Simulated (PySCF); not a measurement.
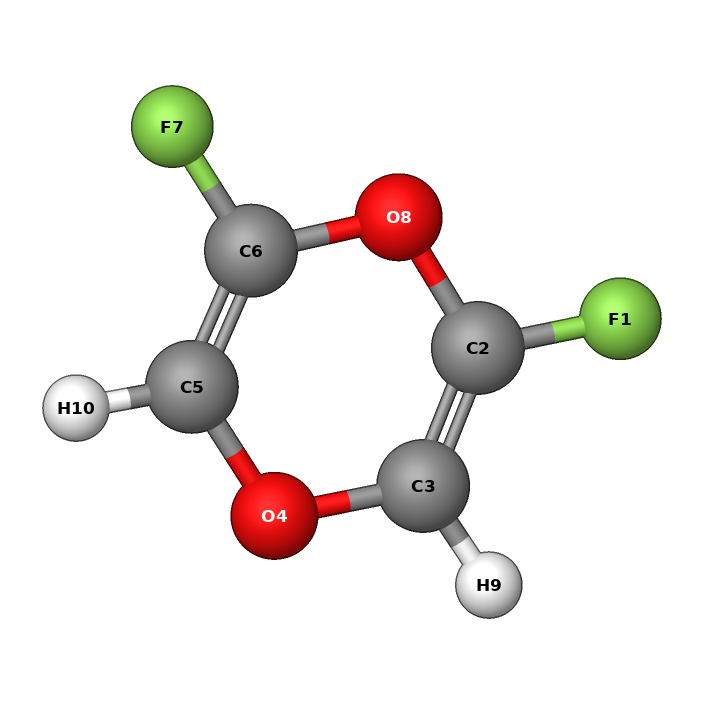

The computed structure is the end point of a GFN2-xTB optimisation. No frequency run is at hand to confirm it as a minimum. Method: B3LYP/pcJ-1 indirect spin-spin coupling, non-relativistic, gas phase (PySCF 2.14.0). Isotopes: 13C, 19F, 1H, 17O.

Give the spin–spin coupling constants of these pairs, with the number of bonds between them: C5/F7, F1/C6, C2/F7, O4/F7.

```csv
pair,bonds apart,J (Hz)
"C5, F7",2,45.9
"F1, C6",3,7.3
"C2, F7",3,7.4
"O4, F7",3,21.1
```

Density functionals are unreliable for couplings to fluorine, so those rows may be far off.
